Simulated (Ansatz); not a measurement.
# LiCaCl3: complex band structure

Wanted: the relaxed cell of LiCaCl3, its band edges and its decay constants. It is built by putting Li for Rb in the RbCaCl3 structure of space group Cm, with the volume rescaled by atomic radii. The parent structure comes from the Materials Project.

Calculated with Ansatz 0.2.0; PBE DFT, plane waves, PAW files, in the first sound run; inputs show where later runs differ.

The structure was built from a prototype and need not be the compound's stable phase.

## Step 1: The starting structure

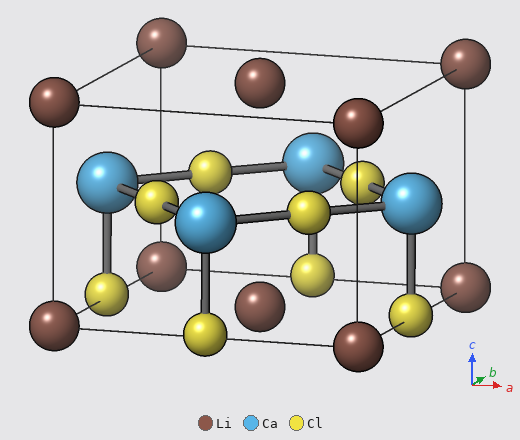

Start, viewed slightly off an axis; lithium brown, calcium blue, chlorine yellow. This picture shows the conventional cell, with its axes. Some periodic images of atoms are drawn too.

## Step 2: Relaxing the new crystal

The substituted atoms don't fit the parent's cell, so cell and atoms relax together. A small smearing keeps the run stable in case the gap closes on the way.

input.yaml reads:

```yaml
crystal:
  lattice:
    - [3.4957228845, -3.4957906571, 0.0]
    - [3.4957228845, 3.4957906571, 0.0]
    - [-0.0010133876, 0.0, 4.9431545358]
  atoms:
    - { symbol: Li, position: [0.00322271, 0.00322271, 0.00517423] }
    - { symbol: Ca, position: [0.50149037, 0.50149037, 0.51333662] }
    - { symbol: Cl, position: [0.00132919, 0.50245127, 0.51569451] }
    - { symbol: Cl, position: [0.49941297, 0.49941297, 0.01372813] }
    - { symbol: Cl, position: [0.50245127, 0.00132919, 0.51569451] }
kpoints:
  mp_grid: { grid: [4, 4, 4] }
scf:
  occupations: { method: gaussian, width: 0.03 }
hamiltonian:
  xc: pbe
output:
  forces: true
  stress: true
relax:
  f_tol: 0.02
  max_steps: 60
  cell: {}
```

Command:

```sh
$ ansatz run input.yaml --threads 2 --pin off --max-ram 4096MiB --backend cpu --events-out ev --progress --plain --runs-dir out
```

Numbers of over 12 decimals in the logs are rounded to 6 here.

What it wrote:

```text
Engine: ansatz 0.2.0, aarch64-unknown-linux-gnu
Pseudopotentials: kind: paw
Pseudopotential: Li, paw, valence charge 3, recommended cutoff 420 eV (normal), Li.paw.azcp
Pseudopotential: Ca, paw, valence charge 10, recommended cutoff 420 eV (normal), Ca.paw.azcp
Pseudopotential: Cl, paw, valence charge 7, recommended cutoff 420 eV (normal), Cl.paw.azcp
Functional definition: PBE
  parameter kappa = 0.804
  parameter beta = 0.066725
  exchange = pbe_x(kappa = kappa, mu = beta*pi^2/3)
  correlation = pbe_c(beta = beta)
Crystal: 5 atoms, lattice volume = 120.814 Å³
Basis set: ecut = 420 eV, 2373 PW (Γ), exchange–correlation on 72×72×72 points (8 copies of the dense FFT grid, shifted against one another)
Bands: 22, of which v1, the nominal top of the filled ones, is band 17 counted from 1 (16 counted from 0)
Symmetry: 2 space group operations
Space group: Cm (ITA 8), of the structure as read, at distance tolerance 4.9e-5 Å
k-points: 24 of 64 (time reversal used)
Non-local potential: Li, projectors of the file, l = 0: 3, l = 1: 2, l = 2: 1
Non-local potential: Ca, projectors of the file, l = 0: 3, l = 1: 2, l = 2: 2
Non-local potential: Cl, projectors of the file, l = 0: 2, l = 1: 2, l = 2: 2
PAW form: soft (Blöchl's): semilocal exchange-correlation on the pseudo side does not see the compensation charge
PAW one-centre angular grid: Li, 110 points (default); XC on 64 Gauss nodes
PAW one-centre angular grid: Ca, 110 points (default); XC on 64 Gauss nodes
PAW one-centre angular grid: Cl, 110 points (default); XC on 64 Gauss nodes
Initial density: superposition of atomic densities (neutral atoms: chi_scale 0, normalization atom), corrected by the library's trained network
Initial wavefunctions: pseudopotential atomic-orbital guess
Functional: x = pbe(κ = 0.804, μ = 0.219515), c = pbe(β = 0.066725)
SCF iter   1: F=—  HF=-5268.607107 eV  |F-HF|=—  |Δ(HF+E_count)|=         —  Δρ=6.30e-4  dr2=2.99e-4  ethr=1.77e-3  ⟨swp⟩=9.9  Hψ=3356  notcnv=0
preconditioner: auto → Resta (q_TF=auto, 2.209 Å⁻¹)  ε∞=2.8  [insulator: Δε(μ)=3.907 eV  Ē_g=13.697 eV  σ=0.030 eV  W_gap=1.00  n_scr=26 (ndim 8)  ℏωp=18.5 eV  f_vac=0.125  D(μ)=0.00/eV (n_scr^D=0)  ε∞_Penn≈2.8]
SCF iter   2: F=—  HF=-5268.606663 eV  |F-HF|=—  |Δ(HF+E_count)|=   4.44e-4  Δρ=2.80e-4  dr2=9.39e-5  ethr=8.79e-7  ⟨swp⟩=2.6  Hψ=1237  notcnv=0  defer=8
SCF iter   3: F=—  HF=-5268.606615 eV  |F-HF|=—  |Δ(HF+E_count)|=   4.81e-5  Δρ=1.19e-4  dr2=1.55e-5  ethr=2.76e-7  ⟨swp⟩=2.0  Hψ=912  notcnv=0  defer=9
SCF iter   4: F=—  HF=-5268.606619 eV  |F-HF|=—  |Δ(HF+E_count)|=   3.89e-6  Δρ=4.15e-5  dr2=1.97e-6  ethr=4.57e-8  ⟨swp⟩=2.4  Hψ=846  notcnv=0  defer=9
SCF iter   5: F=—  HF=-5268.606622 eV  |F-HF|=—  |Δ(HF+E_count)|=   2.90e-6  Δρ=6.44e-6  dr2=1.09e-7  ethr=5.81e-9  ⟨swp⟩=2.0  Hψ=792  notcnv=0  defer=9
SCF iter   6: F=-5268.606622 eV  HF=-5268.606622 eV  |F-HF|=3.55e-10  |Δ(HF+E_count)|=   1.04e-7  Δρ=1.50e-6  dr2=4.08e-9  ethr=2.94e-10  ⟨swp⟩=4.0  Hψ=1656  notcnv=0
SCF 1 converged in 6 iterations: F = -5268.606622 eV  dr2 = 4.08e-9
  greatest PAW one-centre occupation: 1.000 electrons in one spin orbital (limit 2), on the Li atom at site 0 (counted from 0), in its partial waves of l = 0
relax step   1: F+E_penalty+E_count = -5268.60662192 eV  Δ(F+E_penalty+E_count) = +0.000e0 eV  max|allowed force component| = 4.489e-2 eV/Å  Δτ_max = 0.0000 Å  P = +9.826 GPa  Ω = 120.814 Å³  (6 SCF iters, dr2 threshold 1.00e-7 eV, accepted)
Crystal: 5 atoms, lattice volume = 139.342 Å³
Basis set: ecut = 420 eV, 2777 PW (Γ), exchange–correlation on 72×72×72 points (8 copies of the dense FFT grid, shifted against one another)
Initial density: handed on by an earlier stage of this run
Initial wavefunctions: those handed on with the density
iter 1 solved again at ethr=5.79e-4 eV; its pass at ethr=3.10e-3 eV (dr2=1.97e-1 eV) is discarded
SCF iter   1: F=—  HF=-5269.396998 eV  |F-HF|=—  |Δ(HF+E_count)|=         —  Δρ=7.13e-3  dr2=2.03e-1  ethr=5.79e-4  ⟨swp⟩=1.0  Hψ=3335  notcnv=0
preconditioner: auto → Resta (q_TF=auto, 2.157 Å⁻¹)  ε∞=2.7  [insulator: Δε(μ)=3.808 eV  Ē_g=13.319 eV  σ=0.030 eV  W_gap=1.00  n_scr=26 (ndim 8)  ℏωp=17.2 eV  f_vac=0.192  D(μ)=0.00/eV (n_scr^D=0)  ε∞_Penn≈2.7]
SCF iter   2: F=—  HF=-5269.320463 eV  |F-HF|=—  |Δ(HF+E_count)|=   7.65e-2  Δρ=3.54e-3  dr2=5.46e-2  ethr=5.79e-4  ⟨swp⟩=3.2  Hψ=1066  notcnv=0  defer=3
SCF iter   3: F=—  HF=-5269.296458 eV  |F-HF|=—  |Δ(HF+E_count)|=   2.40e-2  Δρ=6.86e-4  dr2=1.46e-3  ethr=1.61e-4  ⟨swp⟩=3.1  Hψ=1154  notcnv=0  defer=8
SCF iter   4: F=—  HF=-5269.296519 eV  |F-HF|=—  |Δ(HF+E_count)|=   6.10e-5  Δρ=2.06e-4  dr2=1.02e-4  ethr=4.30e-6  ⟨swp⟩=2.2  Hψ=967  notcnv=0  defer=17
SCF iter   5: F=—  HF=-5269.296486 eV  |F-HF|=—  |Δ(HF+E_count)|=   3.31e-5  Δρ=6.31e-5  dr2=8.76e-6  ethr=2.99e-7  ⟨swp⟩=2.0  Hψ=727  notcnv=0  defer=18
SCF iter   6: F=-5269.296498 eV  HF=-5269.296497 eV  |F-HF|=5.39e-7  |Δ(HF+E_count)|=   1.11e-5  Δρ=1.28e-5  dr2=4.44e-7  ethr=1.47e-9  ⟨swp⟩=3.3  Hψ=2191  notcnv=0
SCF 2 converged in 6 iterations: F = -5269.296498 eV  dr2 = 4.44e-7
relax step   2: F+E_penalty+E_count = -5269.29649779 eV  Δ(F+E_penalty+E_count) = -6.899e-1 eV  max|allowed force component| = 6.268e-2 eV/Å  Δτ_max = 0.0184 Å  P = +2.872 GPa  Ω = 139.342 Å³  energy of the carried Pulay correction = -3.220e-4 eV  (6 SCF iters, dr2 threshold 5.00e-7 eV, accepted)
Crystal: 5 atoms, lattice volume = 148.835 Å³
Basis set: ecut = 420 eV, 2945 PW (Γ), exchange–correlation on 72×72×72 points (8 copies of the dense FFT grid, shifted against one another)
iter 1 solved again at ethr=1.24e-4 eV; its pass at ethr=3.10e-3 eV (dr2=4.20e-2 eV) is discarded
SCF iter   1: F=—  HF=-5269.426652 eV  |F-HF|=—  |Δ(HF+E_count)|=         —  Δρ=3.42e-3  dr2=4.32e-2  ethr=1.24e-4  ⟨swp⟩=1.3  Hψ=3399  notcnv=0
preconditioner: auto → Resta (q_TF=auto, 2.133 Å⁻¹)  ε∞=2.6  [insulator: Δε(μ)=3.798 eV  Ē_g=13.262 eV  σ=0.030 eV  W_gap=1.00  n_scr=26 (ndim 8)  ℏωp=16.7 eV  f_vac=0.197  D(μ)=0.00/eV (n_scr^D=0)  ε∞_Penn≈2.6]
SCF iter   2: F=—  HF=-5269.412092 eV  |F-HF|=—  |Δ(HF+E_count)|=   1.46e-2  Δρ=1.68e-3  dr2=1.09e-2  ethr=1.24e-4  ⟨swp⟩=3.2  Hψ=1012  notcnv=0  defer=3
SCF iter   3: F=—  HF=-5269.408165 eV  |F-HF|=—  |Δ(HF+E_count)|=   3.93e-3  Δρ=3.56e-4  dr2=3.62e-4  ethr=3.22e-5  ⟨swp⟩=3.0  Hψ=1163  notcnv=0  defer=3
SCF iter   4: F=—  HF=-5269.408024 eV  |F-HF|=—  |Δ(HF+E_count)|=   1.41e-4  Δρ=9.20e-5  dr2=2.16e-5  ethr=1.06e-6  ⟨swp⟩=2.9  Hψ=1076  notcnv=0  defer=4
SCF iter   5: F=—  HF=-5269.408041 eV  |F-HF|=—  |Δ(HF+E_count)|=   1.64e-5  Δρ=2.97e-5  dr2=2.31e-6  ethr=6.36e-8  ⟨swp⟩=2.0  Hψ=780  notcnv=0  defer=4
[...]
relax step   9: F+E_penalty+E_count = -5270.17523119 eV  Δ(F+E_penalty+E_count) = -8.008e-2 eV  max|allowed force component| = 1.085e-1 eV/Å  Δτ_max = 0.1950 Å  P = +0.690 GPa  Ω = 155.455 Å³  energy of the carried Pulay correction = -5.673e-4 eV  (6 SCF iters, dr2 threshold 5.00e-7 eV, accepted)
relax step  10: F+E_penalty+E_count = -5270.21369327 eV  Δ(F+E_penalty+E_count) = -3.846e-2 eV  max|allowed force component| = 9.681e-2 eV/Å  Δτ_max = 0.1277 Å  P = +0.334 GPa  Ω = 158.373 Å³  energy of the carried Pulay correction = -6.087e-4 eV  (6 SCF iters, dr2 threshold 5.00e-7 eV, accepted)
relax step  11: F+E_penalty+E_count = -5270.28023568 eV  Δ(F+E_penalty+E_count) = -6.654e-2 eV  max|allowed force component| = 1.872e-1 eV/Å  Δτ_max = 0.1979 Å  P = -0.016 GPa  Ω = 160.987 Å³  energy of the carried Pulay correction = -6.451e-4 eV  (6 SCF iters, dr2 threshold 5.00e-7 eV, accepted)
relax step  12: F+E_penalty+E_count = -5270.34923511 eV  Δ(F+E_penalty+E_count) = -6.900e-2 eV  max|allowed force component| = 1.859e-1 eV/Å  Δτ_max = 0.1960 Å  P = -0.020 GPa  Ω = 162.071 Å³  energy of the carried Pulay correction = -6.600e-4 eV  (6 SCF iters, dr2 threshold 5.00e-7 eV, accepted)
relax step  13: F+E_penalty+E_count = -5270.30960720 eV  Δ(F+E_penalty+E_count) = +3.963e-2 eV  max|allowed force component| = 6.436e-1 eV/Å  Δτ_max = 0.1918 Å  P = +0.542 GPa  Ω = 161.514 Å³  energy of the carried Pulay correction = -6.524e-4 eV  (6 SCF iters, dr2 threshold 5.00e-7 eV, rejected (line search))
relax step  14: F+E_penalty+E_count = -5270.37501648 eV  Δ(F+E_penalty+E_count) = -2.578e-2 eV  max|allowed force component| = 5.873e-2 eV/Å  Δτ_max = 0.0959 Å  P = +0.035 GPa  Ω = 162.208 Å³  energy of the carried Pulay correction = -6.619e-4 eV  (9 SCF iters, accepted)
relax step  15: F+E_penalty+E_count = -5270.37630598 eV  Δ(F+E_penalty+E_count) = -1.289e-3 eV  max|allowed force component| = 6.350e-2 eV/Å  Δτ_max = 0.0962 Å  P = -0.238 GPa  Ω = 164.937 Å³  energy of the carried Pulay correction = -6.989e-4 eV  (6 SCF iters, dr2 threshold 2.16e-7 eV, accepted)
relax step  16: F+E_penalty+E_count = -5270.37949561 eV  Δ(F+E_penalty+E_count) = -3.190e-3 eV  max|allowed force component| = 3.756e-2 eV/Å  Δτ_max = 0.0462 Å  P = +0.005 GPa  Ω = 162.822 Å³  energy of the carried Pulay correction = -6.703e-4 eV  (6 SCF iters, dr2 threshold 2.76e-7 eV, accepted)
relax step  17: F+E_penalty+E_count = -5270.38084865 eV  Δ(F+E_penalty+E_count) = -1.353e-3 eV  max|allowed force component| = 3.394e-3 eV/Å  Δτ_max = 0.0245 Å  P = +0.016 GPa  Ω = 162.793 Å³  energy of the carried Pulay correction = -6.699e-4 eV  (6 SCF iters, dr2 threshold 8.82e-8 eV, accepted)
relax step  18: F+E_penalty+E_count = -5270.38828338 eV  Δ(F+E_penalty+E_count) = -7.435e-3 eV  max|allowed force component| = 3.178e-3 eV/Å  Δτ_max = 0.0000 Å  P = +0.093 GPa  Ω = 162.793 Å³  stress off target by 1.59e-1 GPa  SCF on the basis re-selected at this cell (its energy is not comparable with the rows above)  (7 SCF iters)
relax step  19: F+E_penalty+E_count = -5270.38874510 eV  Δ(F+E_penalty+E_count) = -4.617e-4 eV  max|allowed force component| = 1.369e-3 eV/Å  Δτ_max = 0.0067 Å  P = +0.014 GPa  Ω = 163.519 Å³  energy of the carried Pulay correction = -1.020e-5 eV  (5 SCF iters, dr2 threshold 6.33e-8 eV, accepted)
relax step  20: F+E_penalty+E_count = -5270.38876926 eV  Δ(F+E_penalty+E_count) = -2.416e-5 eV  max|allowed force component| = 1.570e-3 eV/Å  Δτ_max = 0.0025 Å  P = -0.003 GPa  Ω = 163.682 Å³  energy of the carried Pulay correction = -1.254e-5 eV  (7 SCF iters, accepted)
iter 1 solved again at ethr=9.59e-7 eV; its pass at ethr=3.10e-3 eV (dr2=3.26e-4 eV) is discarded
SCF iter   1: F=—  HF=-5270.388787 eV  |F-HF|=—  |Δ(HF+E_count)|=         —  Δρ=1.26e-5  dr2=1.48e-8  ethr=9.59e-7  ⟨swp⟩=3.0  Hψ=4637  notcnv=0
eigensolver tolerance schedule: the retry pair's looser diagonalisation over-reported the residual by 22051.88 of it (diagonalisation noise at an unbounded share of the residual, at the tolerance the schedule requests for it); recorded, not acted on — ethr = c·dr2/N_el stays at c = 1.0e-1
preconditioner: auto → Resta (q_TF=auto, 2.100 Å⁻¹)  ε∞=2.9  [insulator: Δε(μ)=4.907 eV  Ē_g=10.448 eV  σ=0.030 eV  W_gap=1.00  n_scr=26 (ndim 8)  ℏωp=14.2 eV  f_vac=0.263  D(μ)=0.00/eV (n_scr^D=0)  ε∞_Penn≈2.9]
SCF iter   2: F=—  HF=-5270.388773 eV  |F-HF|=—  |Δ(HF+E_count)|=   1.39e-5  Δρ=6.35e-6  dr2=4.21e-9  ethr=4.35e-11  ⟨swp⟩=3.8  Hψ=1433  notcnv=0
SCF iter   3: F=—  HF=-5270.388778 eV  |F-HF|=—  |Δ(HF+E_count)|=   4.77e-6  Δρ=3.57e-6  dr2=1.08e-9  ethr=1.24e-11  ⟨swp⟩=2.9  Hψ=991  notcnv=0
SCF iter   4: F=-5270.388781 eV  HF=-5270.388781 eV  |F-HF|=8.20e-9  |Δ(HF+E_count)|=   2.56e-6  Δρ=2.16e-7  dr2=1.41e-11  ethr=1.00e-12  ⟨swp⟩=4.0  Hψ=2462  notcnv=0
SCF 21 converged in 4 iterations: F = -5270.388781 eV  dr2 = 1.41e-11
relax step  21: F+E_penalty+E_count = -5270.38878058 eV  Δ(F+E_penalty+E_count) = -1.131e-5 eV  max|allowed force component| = 1.568e-3 eV/Å  Δτ_max = 0.0000 Å  P = -0.003 GPa  Ω = 163.682 Å³  stress off target by 5.45e-3 GPa  SCF on the basis re-selected at this cell (its energy is not comparable with the rows above)  (4 SCF iters)
basis re-selected at this cell: Δ(F+E_penalty+E_count) = -1.131e-5 eV, ΔP = -0.000 GPa vs the last step (what re-selecting the basis moved, of the pressure what is left beyond the Pulay correction that the steps carried, after the strain that the cell walked since its last selection, with what the two solves' SCF thresholds leave and, on support functions, any second-order correction that the steps lacked; it is no m [...]
SCF converged after 4 iterations
Free energy (F): -5270.388781 eV
Harris-Foulkes:  -5270.388781 eV  (|F-HF|=8.20e-9)
Internal energy: -5270.388781 eV  (E = F + TS)
E sigma→0 (E₀):  -5270.388781 eV
Fermi energy:    1.931750 eV
--- Per-component energies (eV) ---
  E_band       = -399.166355
  E_kinetic    = 783.789719
  E_local      = -2372.401919  (includes V_loc(G=0)·N_el)
  E_nonlocal   = 115.469337
  E_hartree    = 847.377576
  E_xc         = -470.689581
  E_vxc        = -552.699989  (∫ρ·V_xc dr)
  E_paw        = -2857.457309  (= ΣΔE_a)
  E_vpaw       = -68.078857  (= ΣTr[D̂ρ^β])
  E_aug_tail   = 0.000274  (compensation charges beyond the density's cutoff)
  E_ewald      = -1316.476877
  E_smearing   = -0.000000  (= −TS)
  E_closure    = 0.000000  (closes the sum)
  Σ components = -5270.388781   (vs F -5270.388781, Δ=0.00e0)
--- Forces (eV/Å), atoms counted from 1 ---
  atom   1  Li    -0.00041211     0.00000000     0.00019431
  atom   2  Ca    -0.00084599    -0.00000000    -0.00001941
  atom   3  Cl     0.00097761    -0.00156811     0.00037490
  atom   4  Cl    -0.00070023    -0.00000000    -0.00092229
  atom   5  Cl     0.00097761     0.00156811     0.00037490
  max |Σ_I F_I| component: 3.11e-6 eV/Å
--- Stress (GPa, compression-positive) ---
       -0.000787       0.000000      -0.002380
        0.000000      -0.005454      -0.000000
       -0.002379      -0.000000      -0.001510
  P = ⅓ Tr σ = -0.0026 GPa (-0.026 kbar)
--- Relaxed structure (19 steps of the walk, 18 accepted, 2 SCFs on fresh bases) ---
  F+E_penalty+E_count = -5270.38878058 eV   max|allowed force component| = 1.568e-3 eV/Å   (the final SCF, on the basis selected at the relaxed cell)
  cell:  # Å, volume = 163.6819 Å³
    - [3.978429, -3.763627, -0.151781]
    - [3.978429, 3.763627, -0.151781]
    - [-0.215780, -1.1787463929282166e-16, 5.474015]
  atoms:
    - { symbol: Li, position: [0.166447, 0.166447, -0.152136] }
    - { symbol: Ca, position: [0.481992, 0.481992, 0.532356] }
    - { symbol: Cl, position: [-0.024236, 0.441827, 0.572443] }
    - { symbol: Cl, position: [0.441876, 0.441876, 0.038521] }
    - { symbol: Cl, position: [0.441827, -0.024236, 0.572443] }
```

Wall time 50 s (2 threads of Arm Neoverse V2, shared host); peak memory 0.39 GiB.

The steps of the relaxation:

```csv
step,energy less that of the first step (eV),largest force component (eV/Å),pressure (GPa),volume (Å³)
1,0.0000,0.0449,9.83,120.81
2,-0.6899,0.0627,2.87,139.34
3,-0.8014,0.1194,0.75,148.84
4,-0.8748,0.3011,-0.17,154.17
5,-0.9880,0.4394,-0.39,155.55
6,-1.1503,0.5168,-0.31,155.13
7,-1.3282,0.4864,-0.07,154.08
8,-1.4885,0.3227,0.26,153.93
9,-1.5686,0.1085,0.69,155.45
10,-1.6071,0.0968,0.33,158.37
11,-1.6736,0.1872,-0.02,160.99
12,-1.7426,0.1859,-0.02,162.07
13,-1.7030,0.6436,0.54,161.51
14,-1.7684,0.0587,0.04,162.21
15,-1.7697,0.0635,-0.24,164.94
16,-1.7729,0.0376,0.01,162.82
17,-1.7742,0.0034,0.02,162.79
18*,-1.7817,0.0032,0.09,162.79
19,-1.7821,0.0014,0.01,163.52
20,-1.7821,0.0016,0.00,163.68
21*,-1.7822,0.0016,0.00,163.68
```

Relaxation steps marked * repeat the geometry before them on a plane-wave basis chosen anew for their cell, so energy and pressure can jump there. Relaxation step 13 was tried and not accepted.

The run keeps the 2 symmetry operations that it works with, so distortions that break them were not tested.

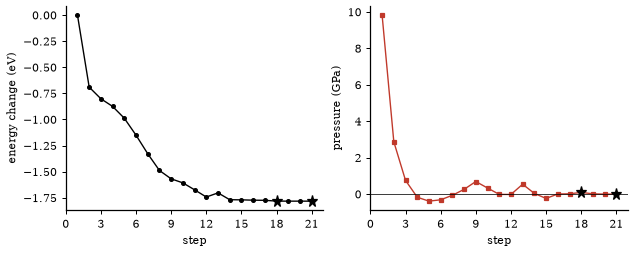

Energy and pressure along the relaxation. Stars mark steps on a basis chosen anew.

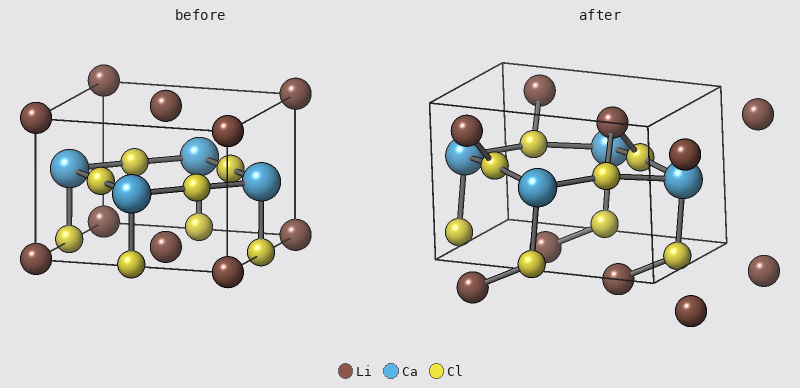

Before and after, at one scale. Bonds to atoms that aren't drawn are left out.

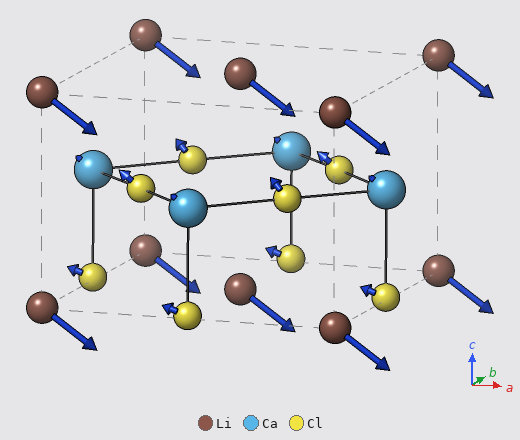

Displacements in the relaxation, scaled, measured against the changing cell; the longest in the cell stands for 1.61 Å. Some periodic images of atoms are drawn too.

```csv
cell as run,before,after,change
a (Å),4.944,5.479,+10.8 %
b (Å),4.944,5.479,+10.8 %
c (Å),4.943,5.478,+10.8 %
α (°),90.01,93.23,+3.6 %
β (°),90.01,93.23,+3.6 %
γ (°),90.00,86.78,-3.6 %
volume (Å³/atom),24.16,32.74,+35.5 %
```

The atoms that moved most (Å, as changes of fractional coordinates times the final cell):

```csv
atom,dx,dy,dz,length
Li1,1.333,0.000,-0.911,1.614
Cl5,-0.355,0.132,0.324,0.498
Cl3,-0.355,-0.132,0.324,0.498
Cl4,-0.463,0.000,0.153,0.488
Ca2,-0.159,0.000,0.110,0.194
```

The relaxed structure:

```cif
data_structure
_symmetry_space_group_name_H-M 'P 1'
_symmetry_Int_Tables_number 1
_cell_length_a 5.4787
_cell_length_b 5.4787
_cell_length_c 5.4783
_cell_angle_alpha 93.227
_cell_angle_beta 93.227
_cell_angle_gamma 86.780
_cell_volume 163.68
loop_
_atom_site_label
_atom_site_type_symbol
_atom_site_fract_x
_atom_site_fract_y
_atom_site_fract_z
_atom_site_occupancy
Li1 Li 0.16645 0.16645 0.84786 1
Ca2 Ca 0.48199 0.48199 0.53236 1
Cl3 Cl 0.97576 0.44183 0.57244 1
Cl4 Cl 0.44188 0.44188 0.03852 1
Cl5 Cl 0.44183 0.97576 0.57244 1
```

This step gave:

```
free energy  : -5270.3888 eV
Fermi energy : 1.932 eV
pressure     : -0.002584 GPa
```

The largest force component on a free atom ends at 0.0016 eV/Å.

(Continued in part 2 of 4.)

[Logs are printed without paths, hosts, clocks, repeated set-up lines and the standing remarks that a program may print on its own settings, such as how far it seeks lower states.]

[Hosts, paths, dates, database ids (printed as entryN), source tags and the programs' standing remarks are cut or masked in the printed files.]
